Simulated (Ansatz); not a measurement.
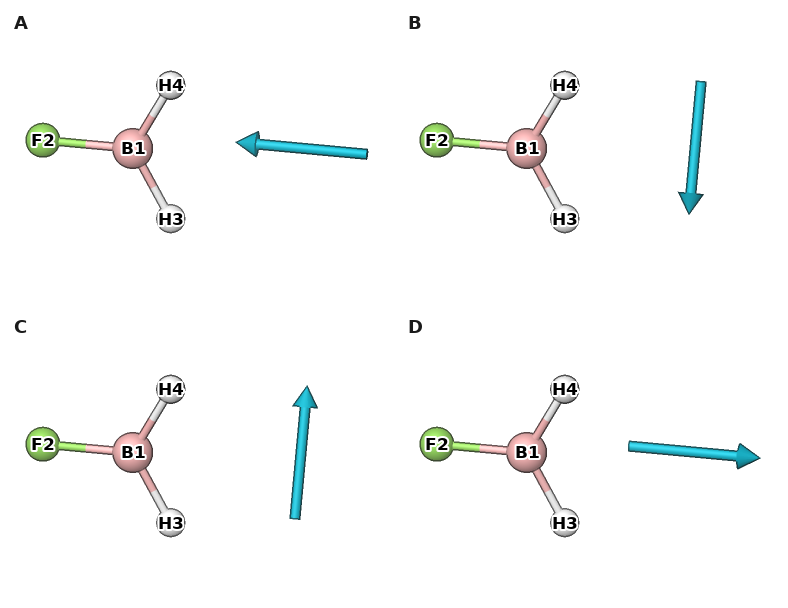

The same molecule four times, each with an arrow. Computed geometry: PBE0-D4/def2-TZVP optimisation. Method: RKS PBE0-D4/def2-TZVP (Ansatz 0.2.0).

> Which arrow points along the dipole moment, from the negative to the positive end?

D. The dipole moment is 0.73 D; it points from the side of F2 to the side of H3, H4 (the outermost atoms at the two ends).
